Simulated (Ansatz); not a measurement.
# CH4FSi (charge +1): geometry relaxation

System: CH4FSi, charge +1.
Method: RKS PBE-D4/def2-SVP (Ansatz 0.2.0).

Figures and captions count atoms from 1; the log counts them from 0 in places.

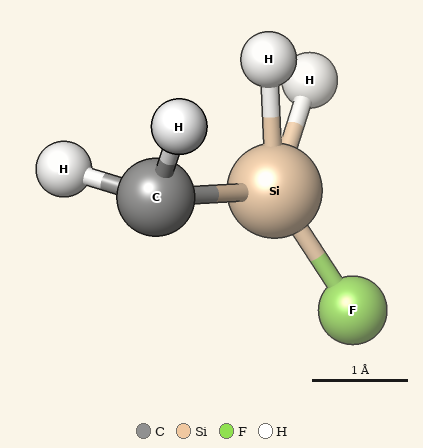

Figure 1. The starting structure (ball-and-stick view, seen at a tilt).

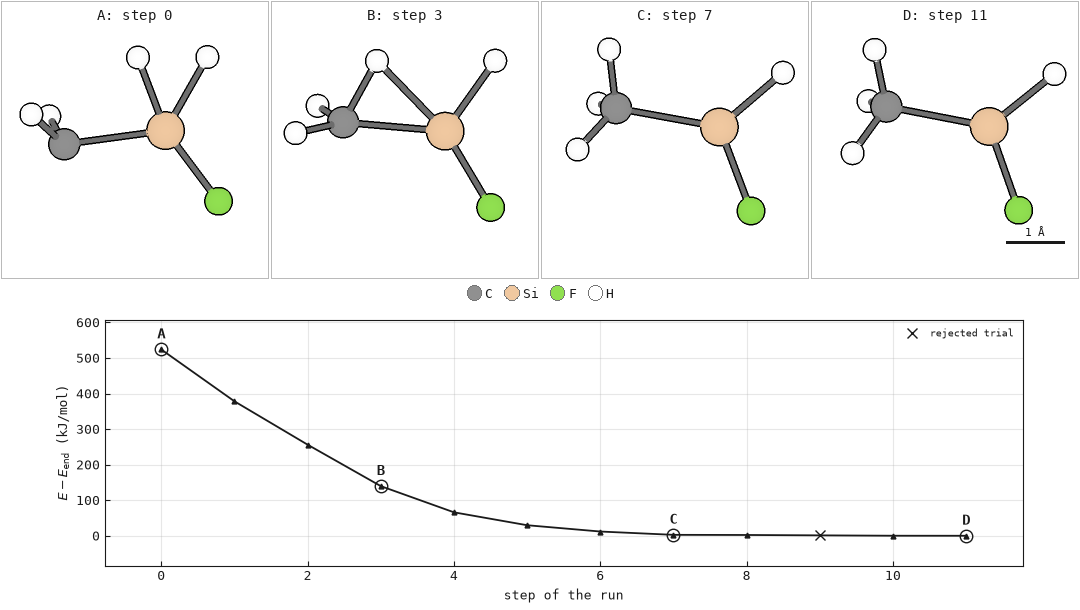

Figure 2. Frames of the relaxation (ball-and-stick view, seen at a tilt) above the curves, on which the letters mark them (the first geometry is step 0 here and step 1 in the log).

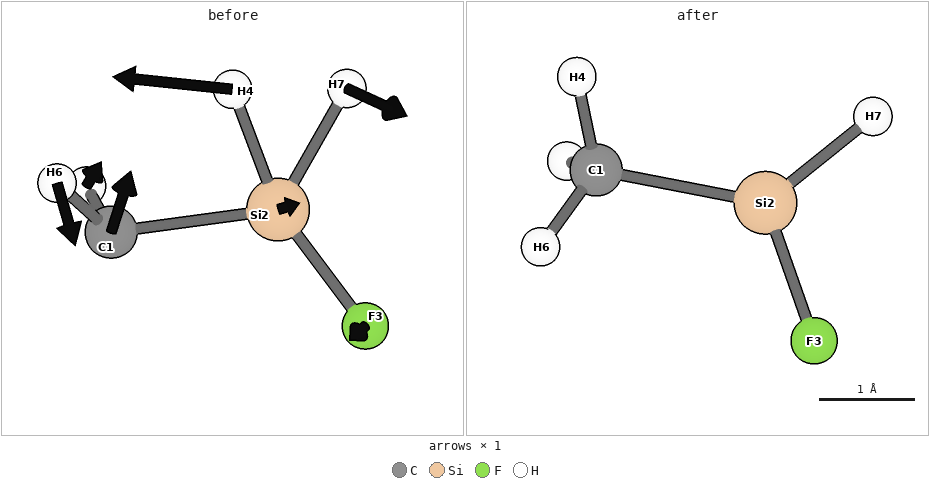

Figure 3. Before (left) and after (right) the relaxation, at one scale (ball-and-stick view, seen at a tilt). The black arrows give the displacements, at true length. The atom that moves furthest after the best rigid fit is H4 (1.28 Å). Largest moves by element: H 1.28 Å, C 0.73 Å, F 0.29 Å, Si 0.25 Å. Distances before and after: Si2–H4 1.420 → 2.429 Å, C1–H4 2.108 → 1.113 Å, Si2–F3 1.544 → 1.593 Å, C1–H5 1.099 → 1.117 Å. New bonds form: C1–H4 (2.11 → 1.11 Å). Bonds break: Si2–H4 (1.42 → 2.43 Å). Among the angles that change: Si2–C1–H6 108.7° → 111.7°, H5–C1–H6 106.7° → 109.4°. The energy falls by 523.9 kJ/mol in 11 geometry steps. Largest force component: 3.7 eV/Å at the start, 0.022 eV/Å at the end. The line search rejected the trial step at point 9 (counted from 0) and went back. (Atoms are counted from 1 in the order of the input.)

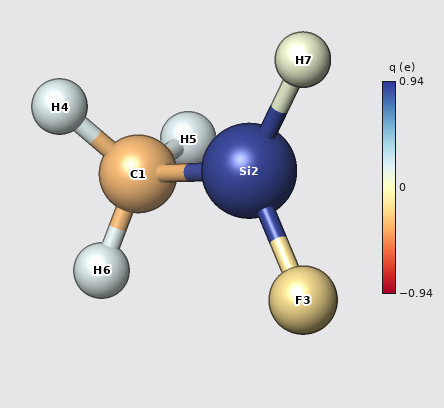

Figure 4. Mulliken charges, as the colour of each atom (ball-and-stick view, seen at a tilt; atoms are numbered from 1 in the order of the input). By element: C −0.34, Si +0.89, F −0.16 and H +0.08 to +0.18 e.

The input and output of the run follow.

## Input
```yaml
crystal:
  periodic: [false, false, false]
  atoms:
    - {symbol: C, position_ang: [-0.703427, 0.402677, -0.253212]}
    - {symbol: Si, position_ang: [0.799295, -0.429778, 0.280481]}
    - {symbol: F, position_ang: [0.768589, -1.938463, 0.609007]}
    - {symbol: H, position_ang: [1.141853, 0.901949, 0.634825]}
    - {symbol: H, position_ang: [-0.523778, 0.863171, -1.234315]}
    - {symbol: H, position_ang: [-0.920624, 1.221885, 0.446020]}
    - {symbol: H, position_ang: [2.132395, 0.162245, 0.458934]}
basis:
  gaussian: {orbitals: def2-SVP}
total_charge: 1
hamiltonian: {xc: pbe, dispersion: d4}
relax: {f_tol: 0.03, max_steps: 250}
```

Launched with:
```bash
ansatz run in.yaml --threads 2 --pin off --events-out ev --progress --plain --max-ram 4352MiB
```

## What the program printed
```
Functional definition: PBE
  name "PBE"
  cite "Perdew, Burke & Ernzerhof, Phys. Rev. Lett. 77, 3865 (1996) doi:10.1103/PhysRevLett.77.3865"
  parent pbe
  parameter kappa = 0.804
  parameter beta = 0.06672455060314922
  exchange = pbe_x(kappa = kappa, mu = beta*pi^2/3)
  correlation = pbe_c(beta = beta)
734 factors; their error is unknown
mean field evaluation 1: about -11647.0139 eV, gradient 1.0e2 eV
mean field evaluation 2: about -11525.8268 eV, gradient 2.2e2 eV
mean field evaluation 4: about -11660.1473 eV, gradient 6.0e1 eV
mean field evaluation 8: about -11670.4776 eV, gradient 1.1e-1 eV
mean field evaluation 16: about -11670.4305 eV, gradient 1.2e-3 eV
mean field -11670.43047661 eV, -428.8804095136 hartree, gradient 4.4e-5 eV, S^2 0.000000; 0 other end points of the search recorded, 0 dependent functions left out
the calculation of the forces begins
reference -11670.43050343 eV, -428.8804104992 hartree; 16, 16 occupied and 50, 50 virtual orbitals, 734 factors
relax step   1: F+E_penalty+E_count = -11670.50846458 eV  Δ(F+E_penalty+E_count) = +0.000e0 eV  max|allowed force component| = 3.660e0 eV/Å  Δτ_max = 0.0000 Å  (27 SCF iters, accepted)
these checks for a lower state are left out or cut short: starts, cluster_reference, orbital_swaps, neighbouring_geometries, increment
734 factors; their error is unknown
mean field -11671.94157749 eV, -428.9359414468 hartree, gradient 1.0e-5 eV, S^2 0.000000; 0 other end points of the search recorded, 0 dependent functions left out
the calculation of the forces begins
reference -11671.94160383 eV, -428.9359424147 hartree; 16, 16 occupied and 50, 50 virtual orbitals, 734 factors
relax step   2: F+E_penalty+E_count = -11672.01910029 eV  Δ(F+E_penalty+E_count) = -1.511e0 eV  max|allowed force component| = 2.136e0 eV/Å  Δτ_max = 0.1945 Å  (34 SCF iters, accepted)
these checks for a lower state are left out or cut short: starts, cluster_reference, orbital_swaps, neighbouring_geometries, increment
734 factors; their error is unknown
mean field evaluation 32: about -11673.2049 eV, gradient 2.7e-5 eV
mean field -11673.20486418 eV, -428.9823663763 hartree, gradient 2.6e-5 eV, S^2 0.000000; 0 other end points of the search recorded, 0 dependent functions left out
the calculation of the forces begins
reference -11673.20489057 eV, -428.9823673459 hartree; 16, 16 occupied and 50, 50 virtual orbitals, 734 factors
relax step   3: F+E_penalty+E_count = -11673.28325040 eV  Δ(F+E_penalty+E_count) = -1.264e0 eV  max|allowed force component| = 2.267e0 eV/Å  Δτ_max = 0.1951 Å  (32 SCF iters, accepted)
these checks for a lower state are left out or cut short: starts, cluster_reference, orbital_swaps, neighbouring_geometries, increment
734 factors; their error is unknown
mean field -11674.41215367 eV, -429.0267334465 hartree, gradient 7.5e-6 eV, S^2 0.000000; 0 other end points of the search recorded, 0 dependent functions left out
the calculation of the forces begins
reference -11674.41218004 eV, -429.0267344155 hartree; 16, 16 occupied and 50, 50 virtual orbitals, 734 factors
relax step   4: F+E_penalty+E_count = -11674.49102696 eV  Δ(F+E_penalty+E_count) = -1.208e0 eV  max|allowed force component| = 2.249e0 eV/Å  Δτ_max = 0.1953 Å  (33 SCF iters, accepted)
these checks for a lower state are left out or cut short: starts, cluster_reference, orbital_swaps, neighbouring_geometries, increment
734 factors; their error is unknown
mean field -11675.17612517 eV, -429.0548088815 hartree, gradient 2.2e-5 eV, S^2 0.000000; 0 other end points of the search recorded, 0 dependent functions left out
the calculation of the forces begins
reference -11675.17615182 eV, -429.0548098609 hartree; 16, 16 occupied and 50, 50 virtual orbitals, 734 factors
relax step   5: F+E_penalty+E_count = -11675.25476616 eV  Δ(F+E_penalty+E_count) = -7.637e-1 eV  max|allowed force component| = 2.350e0 eV/Å  Δτ_max = 0.1925 Å  (32 SCF iters, accepted)
these checks for a lower state are left out or cut short: starts, cluster_reference, orbital_swaps, neighbouring_geometries, increment
734 factors; their error is unknown
mean field -11675.55235050 eV, -429.0686349072 hartree, gradient 1.4e-5 eV, S^2 0.000000; 0 other end points of the search recorded, 0 dependent functions left out
the calculation of the forces begins
reference -11675.55237724 eV, -429.0686358901 hartree; 16, 16 occupied and 50, 50 virtual orbitals, 734 factors
relax step   6: F+E_penalty+E_count = -11675.63107288 eV  Δ(F+E_penalty+E_count) = -3.763e-1 eV  max|allowed force component| = 7.412e-1 eV/Å  Δτ_max = 0.1948 Å  (27 SCF iters, accepted)
these checks for a lower state are left out or cut short: starts, cluster_reference, orbital_swaps, neighbouring_geometries, increment
734 factors; their error is unknown
mean field evaluation 64: about -11675.7362 eV, gradient 2.5e-5 eV
mean field -11675.73619001 eV, -429.0753908846 hartree, gradient 2.5e-5 eV, S^2 0.000000; 0 other end points of the search recorded, 0 dependent functions left out
the calculation of the forces begins
reference -11675.73621655 eV, -429.0753918601 hartree; 16, 16 occupied and 50, 50 virtual orbitals, 734 factors
relax step   7: F+E_penalty+E_count = -11675.81471224 eV  Δ(F+E_penalty+E_count) = -1.836e-1 eV  max|allowed force component| = 5.843e-1 eV/Å  Δτ_max = 0.1960 Å  (26 SCF iters, accepted)
these checks for a lower state are left out or cut short: starts, cluster_reference, orbital_swaps, neighbouring_geometries, increment
734 factors; their error is unknown
mean field -11675.83253672 eV, -429.0789315611 hartree, gradient 1.9e-5 eV, S^2 0.000000; 0 other end points of the search recorded, 0 dependent functions left out
the calculation of the forces begins
reference -11675.83256354 eV, -429.0789325467 hartree; 16, 16 occupied and 50, 50 virtual orbitals, 734 factors
relax step   8: F+E_penalty+E_count = -11675.91128255 eV  Δ(F+E_penalty+E_count) = -9.657e-2 eV  max|allowed force component| = 7.486e-1 eV/Å  Δτ_max = 0.2000 Å  (32 SCF iters, accepted)
these checks for a lower state are left out or cut short: starts, cluster_reference, orbital_swaps, neighbouring_geometries, increment
734 factors; their error is unknown
mean field -11675.83664733 eV, -429.0790826231 hartree, gradient 2.3e-5 eV, S^2 0.000000; 0 other end points of the search recorded, 0 dependent functions left out
the calculation of the forces begins
reference -11675.83667442 eV, -429.0790836185 hartree; 16, 16 occupied and 50, 50 virtual orbitals, 734 factors
relax step   9: F+E_penalty+E_count = -11675.91542870 eV  Δ(F+E_penalty+E_count) = -4.146e-3 eV  max|allowed force component| = 7.119e-1 eV/Å  Δτ_max = 0.0836 Å  (27 SCF iters, accepted)
these checks for a lower state are left out or cut short: starts, cluster_reference, orbital_swaps, neighbouring_geometries, increment
734 factors; their error is unknown
mean field -11675.82449916 eV, -429.0786361862 hartree, gradient 8.8e-6 eV, S^2 0.000000; 0 other end points of the search recorded, 0 dependent functions left out
the calculation of the forces begins
reference -11675.82452627 eV, -429.0786371822 hartree; 16, 16 occupied and 50, 50 virtual orbitals, 734 factors
relax step  10: F+E_penalty+E_count = -11675.90380668 eV  Δ(F+E_penalty+E_count) = +1.162e-2 eV  max|allowed force component| = 1.144e0 eV/Å  Δτ_max = 0.0960 Å  (27 SCF iters, rejected (line search))
these checks for a lower state are left out or cut short: starts, cluster_reference, orbital_swaps, neighbouring_geometries, increment
734 factors; their error is unknown
mean field -11675.85839173 eV, -429.0798817149 hartree, gradient 1.8e-5 eV, S^2 0.000000; 0 other end points of the search recorded, 0 dependent functions left out
the calculation of the forces begins
reference -11675.85841872 eV, -429.0798827068 hartree; 16, 16 occupied and 50, 50 virtual orbitals, 734 factors
relax step  11: F+E_penalty+E_count = -11675.93729837 eV  Δ(F+E_penalty+E_count) = -2.187e-2 eV  max|allowed force component| = 9.046e-2 eV/Å  Δτ_max = 0.0470 Å  (27 SCF iters, accepted)
these checks for a lower state are left out or cut short: starts, cluster_reference, orbital_swaps, neighbouring_geometries, increment
734 factors; their error is unknown
mean field evaluation 96: about -11675.9089 eV, gradient 2.5e-2 eV
mean field -11675.85960475 eV, -429.0799262925 hartree, gradient 2.2e-5 eV, S^2 0.000000; 0 other end points of the search recorded, 0 dependent functions left out
the calculation of the forces begins
reference -11675.85963176 eV, -429.0799272852 hartree; 16, 16 occupied and 50, 50 virtual orbitals, 734 factors
relax step  12: F+E_penalty+E_count = -11675.93848493 eV  Δ(F+E_penalty+E_count) = -1.187e-3 eV  max|allowed force component| = 2.166e-2 eV/Å  Δτ_max = 0.0403 Å  (26 SCF iters, accepted)
734 factors; their error is unknown
mean field -11675.85960475 eV, -429.0799262925 hartree, gradient 2.1e-5 eV, S^2 0.000000; 1 other end points of the search recorded, 0 dependent functions left out
the calculation of the forces begins
reference -11675.85963176 eV, -429.0799272852 hartree; 16, 16 occupied and 50, 50 virtual orbitals, 734 factors
Total energy: -11675.93851195 eV, -429.0828260787 hartree
Atom 0 at    -0.165481     0.816689    -0.010692 Å, force    -0.002736    -0.017628    -0.000978 eV/Å
Atom 1 at     1.030473    -0.512415     0.305308 Å, force     0.015340    -0.014740     0.001169 eV/Å
Atom 2 at     0.518747    -1.921985     0.841730 Å, force    -0.016529     0.021663    -0.000971 eV/Å
Atom 3 at     0.224106     1.777484     0.395029 Å, force     0.006593    -0.000746     0.006588 eV/Å
Atom 4 at    -0.256036     0.945496    -1.116691 Å, force    -0.002711    -0.001663     0.007141 eV/Å
Atom 5 at    -1.162257     0.580705     0.415014 Å, force    -0.002001     0.000936    -0.007568 eV/Å
Atom 6 at     2.504751    -0.502287     0.112043 Å, force     0.002043     0.012179    -0.005381 eV/Å
Dipole moment:     0.216856     0.579499    -0.232259 e Å
```

## Trajectory as extended XYZ (Å, eV, eV/Å), 12 frames, from step=1 to step=12
```
7
Properties=species:S:1:pos:R:3:forces:R:3 step=1 energy=-11670.50847
C    -0.7034    0.4027   -0.2532    2.7066   0.6919   0.7745
Si    0.7993   -0.4298    0.2805   -2.2803  -1.6613  -1.4715
F     0.7686   -1.9385    0.6090    0.1910  -1.9864   0.8143
H     1.1419    0.9019    0.6348   -1.0812   3.6604   0.0323
H    -0.5238    0.8632   -1.2343   -0.0179   0.3273  -0.6292
H    -0.9206    1.2219    0.4460   -1.6738  -0.1793   0.6303
H     2.1324    0.1622    0.4589    2.1556  -0.8528  -0.1507
7
Properties=species:S:1:pos:R:3:forces:R:3 step=2 energy=-11672.01910
C    -0.5987    0.4570   -0.2584    1.6488   2.1355   1.6119
Si    0.8377   -0.4643    0.2554    0.4233  -0.9779  -0.4288
F     0.7517   -1.9664    0.6960   -0.1615  -0.9754   0.6210
H     1.0254    1.0107    0.5747   -1.7628   1.9016  -0.5047
H    -0.4887    0.9473   -1.2489   -0.0024   0.2312  -0.0690
H    -1.0937    1.1585    0.5081   -0.5478  -1.4012  -0.7664
H     2.2607    0.0409    0.4149    0.4023  -0.9139  -0.4640
7
Properties=species:S:1:pos:R:3:forces:R:3 step=3 energy=-11673.28325
C    -0.4687    0.5427   -0.2230    1.2063   2.2665   2.1481
Si    0.8926   -0.5030    0.2416    0.5678  -1.3242  -0.0747
F     0.7281   -1.9988    0.7544   -0.1120  -0.1172   0.3205
H     0.8608    1.0986    0.5180   -2.2639   1.1439  -1.1358
H    -0.4703    0.9921   -1.2494    0.2878   0.2028   0.3403
H    -1.1809    1.0973    0.5290    0.4919  -1.5499  -1.1817
H     2.3328   -0.0451    0.3712   -0.1779  -0.6219  -0.4167
7
Properties=species:S:1:pos:R:3:forces:R:3 step=4 energy=-11674.49103
C    -0.3590    0.6221   -0.1677    1.2997   2.0444   1.8881
Si    0.9300   -0.5450    0.2304   -0.2459  -1.7000   0.0955
F     0.7102   -2.0306    0.7929    0.0832   0.3617   0.0056
H     0.6989    1.1659    0.4319   -2.2485   0.9561  -1.3576
H    -0.4402    1.0250   -1.2217    0.3965  -0.0153   0.6297
H    -1.1992    1.0382    0.5296    0.8254  -1.3186  -0.9892
H     2.3536   -0.0918    0.3463   -0.1104  -0.3283  -0.2721
7
Properties=species:S:1:pos:R:3:forces:R:3 step=5 energy=-11675.25477
C    -0.2577    0.7088   -0.0994   -1.6035  -0.3392  -0.5384
Si    0.9307   -0.5999    0.2170   -0.0430  -0.8514   0.4564
F     0.6992   -2.0662    0.8132    0.0255   0.2601  -0.2108
H     0.5544    1.2540    0.3401    0.9986   2.3497   0.3867
H    -0.4066    1.0305   -1.1746    0.3066  -0.1577   0.5899
H    -1.1773    0.9731    0.5129    0.4896  -0.8570  -0.4424
H     2.3517   -0.1167    0.3325   -0.1738  -0.4045  -0.2414
7
Properties=species:S:1:pos:R:3:forces:R:3 step=6 energy=-11675.63107
C    -0.2367    0.7304   -0.0865    0.2737   0.5638   0.7412
Si    0.9309   -0.5988    0.2603   -0.0910  -0.2732   0.0936
F     0.6786   -2.0750    0.8094   -0.1020   0.1943  -0.1104
H     0.5436    1.4485    0.3410   -0.6758   0.2812  -0.3273
H    -0.3850    1.0127   -1.1499    0.1091  -0.1003  -0.1161
H    -1.1923    0.8619    0.4832    0.2771  -0.4026  -0.1877
H     2.3553   -0.1960    0.2843    0.2089  -0.2633  -0.0933
7
Properties=species:S:1:pos:R:3:forces:R:3 step=7 energy=-11675.81471
C    -0.1968    0.7749   -0.0441   -0.2976   0.1606   0.1818
Si    0.9436   -0.5860    0.3073    0.5843   0.1429  -0.1375
F     0.6369   -2.0766    0.7765   -0.1945   0.1567  -0.0464
H     0.4483    1.6176    0.3139   -0.2294   0.1266  -0.0038
H    -0.3645    0.9615   -1.1342    0.1080  -0.2031   0.0565
H    -1.1876    0.7800    0.4704    0.2314  -0.1097  -0.0679
H     2.4144   -0.2878    0.2519   -0.2023  -0.2741   0.0173
7
Properties=species:S:1:pos:R:3:forces:R:3 step=8 energy=-11675.91128
C    -0.1888    0.7963   -0.0138    0.2069   0.1518   0.0680
Si    1.0313   -0.5217    0.2927   -0.7486  -0.2851   0.2480
F     0.5566   -1.9640    0.7952    0.0774   0.2289  -0.1007
H     0.2914    1.7287    0.3689   -0.0663   0.0510  -0.0942
H    -0.2928    0.9168   -1.1198   -0.0167   0.0298   0.0200
H    -1.1960    0.6801    0.4460    0.1879  -0.2351  -0.0481
H     2.4926   -0.4524    0.1725    0.3595   0.0587  -0.0929
7
Properties=species:S:1:pos:R:3:forces:R:3 step=9 energy=-11675.91543
C    -0.1803    0.8171   -0.0039    0.2300   0.1999   0.1428
Si    1.0335   -0.5034    0.3159    0.4230  -0.2683  -0.0412
F     0.5055   -1.9354    0.7936    0.1003   0.2083  -0.0445
H     0.2404    1.7860    0.3738   -0.1473  -0.1889  -0.1328
H    -0.2774    0.9030   -1.1135   -0.0081   0.0532  -0.0043
H    -1.1807    0.6151    0.4372    0.1140  -0.0574  -0.0093
H     2.5533   -0.4988    0.1387   -0.7119   0.0533   0.0893
7
Properties=species:S:1:pos:R:3:forces:R:3 step=10 energy=-11675.90381 accepted=F
C    -0.1319    0.8116    0.0011   -0.8876   0.5637  -0.1873
Si    1.0177   -0.5063    0.3011    1.1437   0.1088  -0.0388
F     0.4842   -1.8921    0.8274   -0.2458  -0.5930   0.2015
H     0.1944    1.8062    0.3825    0.1130  -0.1202   0.0459
H    -0.2464    0.9284   -1.1066    0.0035  -0.0210   0.0347
H    -1.1245    0.5381    0.4255    0.0348   0.1138  -0.0643
H     2.5007   -0.5023    0.1108   -0.1615  -0.0521   0.0083
7
Properties=species:S:1:pos:R:3:forces:R:3 step=11 energy=-11675.93730
C    -0.1629    0.8158   -0.0047   -0.0254   0.0576   0.0230
Si    1.0350   -0.5089    0.3186   -0.0905  -0.0445  -0.0759
F     0.5116   -1.9330    0.8036    0.0120   0.0315   0.0210
H     0.2322    1.7871    0.3707   -0.0060  -0.0244   0.0021
H    -0.2700    0.9192   -1.1128    0.0150  -0.0186   0.0128
H    -1.1589    0.5955    0.4338    0.0355  -0.0112  -0.0047
H     2.5072   -0.4920    0.1326    0.0594   0.0096   0.0217
7
Properties=species:S:1:pos:R:3:forces:R:3 step=12 energy=-11675.93849
C    -0.1655    0.8167   -0.0107   -0.0027  -0.0176  -0.0010
Si    1.0305   -0.5124    0.3053    0.0153  -0.0147   0.0012
F     0.5187   -1.9220    0.8417   -0.0165   0.0217  -0.0010
H     0.2241    1.7775    0.3950    0.0066  -0.0007   0.0066
H    -0.2560    0.9455   -1.1167   -0.0027  -0.0017   0.0071
H    -1.1623    0.5807    0.4150   -0.0020   0.0009  -0.0076
H     2.5048   -0.5023    0.1120    0.0020   0.0122  -0.0054
```

## Summary

- outcome: converged
- total energy: −11675.9385 eV
- mean-field energy: −11675.8596 eV
- dispersion energy: −0.0789 eV
- SCF solution under orbital rotations: stable
- largest force (length of the vector) at the end: 0.027 eV/Å
- hardware: 2 threads of Intel Xeon @ 2.50GHz, 11 GiB of memory available, shared host
- wall time: 27 s (CPU time 36 s)
- peak memory: 0.15 GiB
